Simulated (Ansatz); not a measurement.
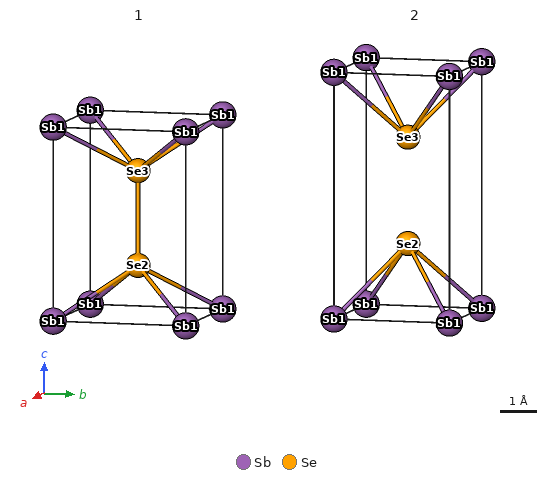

Two geometries of crystalline SbSe2 (a generated structure, set up in P4/mmm) (coarse preliminary run), drawn at one scale. One is the start of a relaxation, the other its converged end. A ball-and-stick model of the cell of the calculation, seen slightly off an axis.

All numbers below come from DFT PBE, scalar-relativistic, plane waves, PAW in Ansatz. Set-up: plane-wave cutoff 420 eV; k-point mesh 6 × 6 × 4; occupations gaussian; smearing width 0.1 eV; no spin polarisation; cell and atoms relaxed; force threshold 0.04 eV/Å; at most 70 steps.

Question: Which of the two is the end point?

Answer: Structure 1 is the relaxed one. The largest moves relative to the cell, 0.16 Å, are those of Se2 and Se3. Se2 goes along −c. Sb stays in place. Cell: a = b 3.365 → 3.860 Å (+14.7 %), c 6.975 → 5.488 Å (−21.3 %). Volume +3.6 %. Among the contacts that change: Se2–Se3 3.967 → 2.807 Å, Se2–Se3 (another image) 3.009 → 2.681 Å, Sb1–Se2 3.097 → 3.069 Å. Among the angles between lasting bonds that change: Sb1–Se3–Sb1 100.4° → 125.6°, Sb1–Se3–Sb1 65.8° → 77.9°. The space group stays P4/mmm (No. 123). The energy falls by 230 meV per atom in 7 accepted moves (10 points after the start). Largest force component: 0.59 eV/Å at the start, 0.0022 eV/Å at the end. Pressure: −1.64 GPa at the start and 0.17 GPa at the end. The line search rejected the trial step at point 8 of the run. At 2 points the geometry stayed and the basis and grid were re-selected for the new cell (energy shift of 3.2 meV per atom at most each time).
